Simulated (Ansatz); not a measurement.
Electronic density of states of amorphous Si12Sb12Se36, density 4.70 g/cm³, on a 2×2×2 Γ-centred mesh with a Gaussian width of 0.1 eV; energies count from the Fermi level, whose place inside the gap is arbitrary. Cell and mesh are small, so fine structure isn't converged. All values below come from PBE-D3(BJ), scalar-relativistic without spin-orbit coupling, PAW (Ansatz default set, large-core Se) (plane waves to 420 eV; Ansatz, a quantum-chemistry and plane-wave program). Sampling: a 2×2×2 Γ-centred mesh; Fermi-Dirac width 0.05 eV; no spin polarisation.

Preparation: random packing, a CHGNet melt and quench, and a DFT relaxation. The hot cell started wider than the set density and was brought back towards it in steps. It is the lowest in DFT energy of 3 quenches. It is a model cell: composition and starting density were chosen by hand, and all elements were melted together. The geometry includes D3(BJ) dispersion. Its density started from a set value of 4.37 and ended at 4.70 g/cm³. Cooling (nominally 79 K/ps over its main leg) ran many orders faster than in experiment, which tends to leave more defects and strain. Values belong to this one cell and scatter from quench to quench. Volume and shape were free in the relaxation. Stress components on the final sampling reach 0.7 GPa. Cycles of charging lowered its energy after that relaxation.

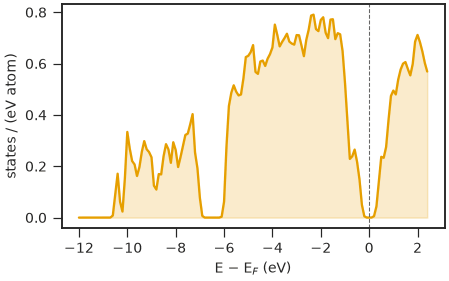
Fig. 1. Density of states per atom

The gap on this mesh is 0.69 eV; the broadening fills part of it in the curve.
